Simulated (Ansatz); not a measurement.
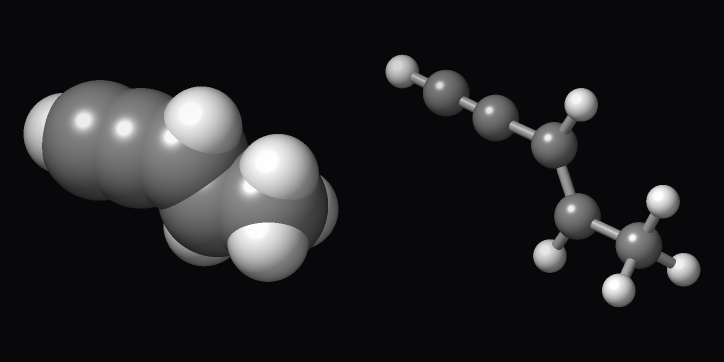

Two views of one molecule. Colours: carbon grey, hydrogen white.

Computed geometry: PBE0-D4/def2-TZVP optimisation.

What is the molecular formula?

Answer. C5H6, 11 atoms: 5 carbon and 6 hydrogen.

Name some functional groups or characteristic bonds that it holds.

Answer. Among them: alkene, alkyne.

How many bonds of each kind are drawn?

Answer. 6 C–H, 4 C–C.

More results for the same structure follow; atom numbers are the same in all pictures, views and colours differ.

## Symmetry

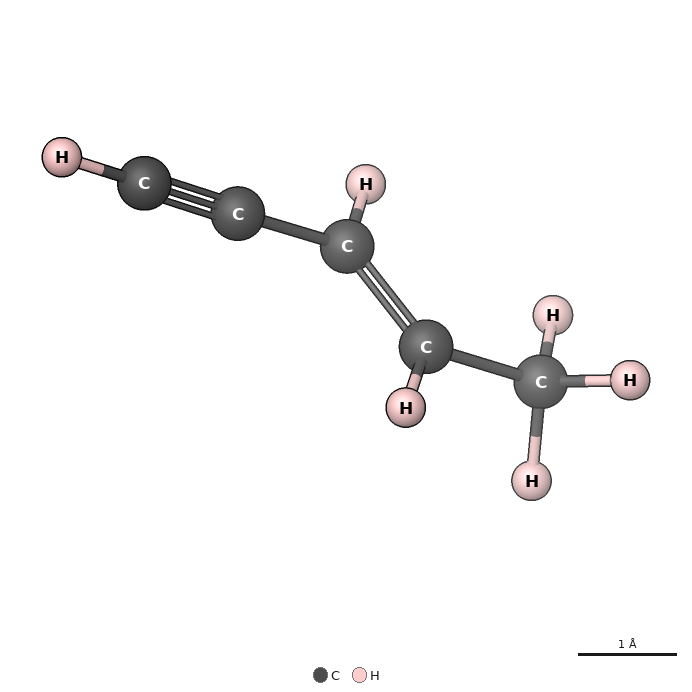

Depth is shown by fading: the farther an atom, the more it takes the colour of the background. Masses are those of the most abundant isotopes; constants are for the rigid equilibrium geometry.

What kind of rotor is it, and what are its rotational constants in GHz?

Answer. An asymmetric top (Cs): A = 39.2, B = 2.26, C = 2.17 GHz. Ray's parameter κ is −0.99, close to the prolate limit.

## Dipole moment

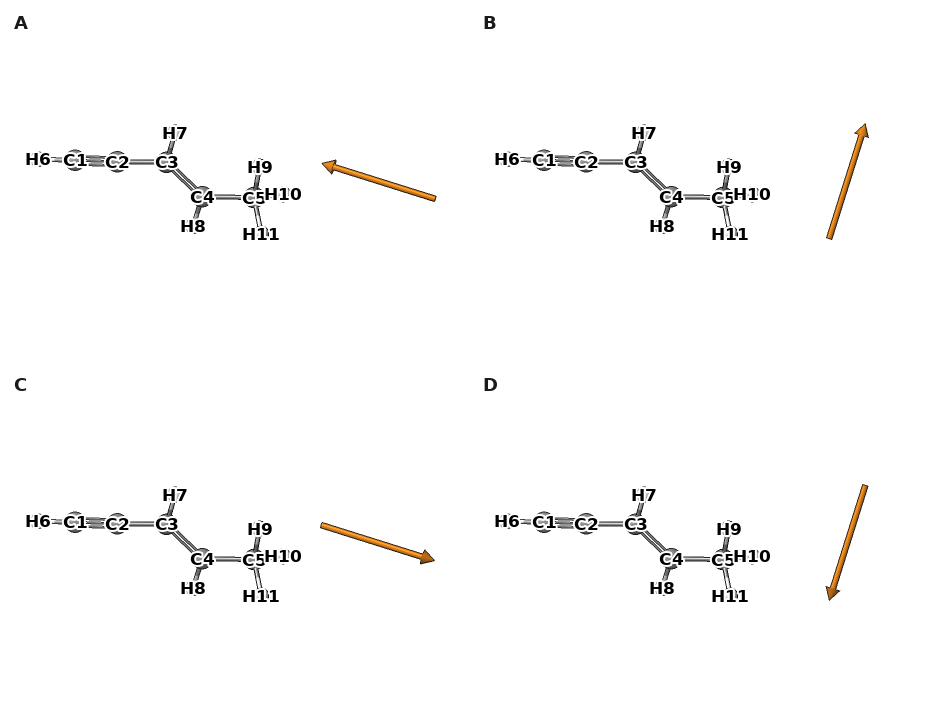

The same molecule four times, each with an arrow. Method: RKS PBE-D4/def2-TZVPP (Ansatz 0.2.0).

Which arrow points along the dipole moment, from the negative to the positive end?

Answer. C. The dipole moment is 1.15 D; it points from the side of H6 to the side of H10, H11 (the outermost atoms at the two ends).

## Levels of theory compared

Program: Ansatz 0.2.0.

Tabulate HOMO energy (eV), HOMO–LUMO gap (eV) at these levels: B3LYP-D4/def2-TZVPP; B97M-V/def2-TZVPP; BHLYP-D4/def2-TZVPP; BLYP-D4/def2-TZVPP; CAM-B3LYP-D4/def2-TZVPP; PBE0-D4/def2-QZVPP; PBE0-D4/def2-SVP; SPW92 (LDA)/def2-TZVPP; ωB97M-V/def2-QZVPP.

```json
{"level": "B3LYP-D4/def2-TZVPP", "HOMO energy (eV)": "−6.60", "HOMO–LUMO gap (eV)": "5.71"}
{"level": "B97M-V/def2-TZVPP", "HOMO energy (eV)": "−5.92", "HOMO–LUMO gap (eV)": "4.58"}
{"level": "BHLYP-D4/def2-TZVPP", "HOMO energy (eV)": "−7.69", "HOMO–LUMO gap (eV)": "8.10"}
{"level": "BLYP-D4/def2-TZVPP", "HOMO energy (eV)": "−5.62", "HOMO–LUMO gap (eV)": "4.14"}
{"level": "CAM-B3LYP-D4/def2-TZVPP", "HOMO energy (eV)": "−8.06", "HOMO–LUMO gap (eV)": "8.49"}
{"level": "PBE0-D4/def2-QZVPP", "HOMO energy (eV)": "−6.83", "HOMO–LUMO gap (eV)": "6.10"}
{"level": "PBE0-D4/def2-SVP", "HOMO energy (eV)": "−6.76", "HOMO–LUMO gap (eV)": "6.22"}
{"level": "SPW92 (LDA)/def2-TZVPP", "HOMO energy (eV)": "−5.96", "HOMO–LUMO gap (eV)": "4.12"}
{"level": "ωB97M-V/def2-QZVPP", "HOMO energy (eV)": "−8.93", "HOMO–LUMO gap (eV)": "10.23"}
```

## Vibrations

Harmonic vibrations computed with RKS PBE0-D4/def2-TZVP (Ansatz 0.2.0) at a stationary point of the same level.

List the wavenumbers.

Answer. 27 modes: 168, 170, 203, 391, 462, 550, 639, 687, 820, 913, 987, 1062, 1064, 1138, 1308, 1326, 1404, 1466, 1477, 1719, 2221, 3037, 3091, 3131, 3151, 3172, 3484 cm⁻¹.
